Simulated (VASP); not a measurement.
Band structure of TiN (rock salt). These are PBE GGA with spin-orbit coupling, VASP's PBE PAW potentials (set 64) (plane waves; VASP) values and carry that method's errors.

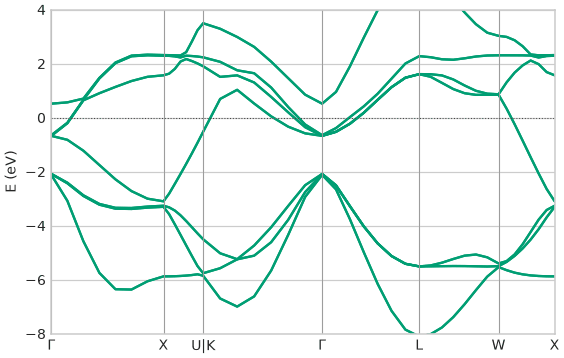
Figure. Bands along high-symmetry lines, zero at the valence-band maximum or, without a gap, the Fermi level

Read the plot: is there a gap, and where are the band edges?

It has no gap at this level: it comes out as a metal or semimetal.

The compound is TiN in the rock salt structure. It was relaxed first.
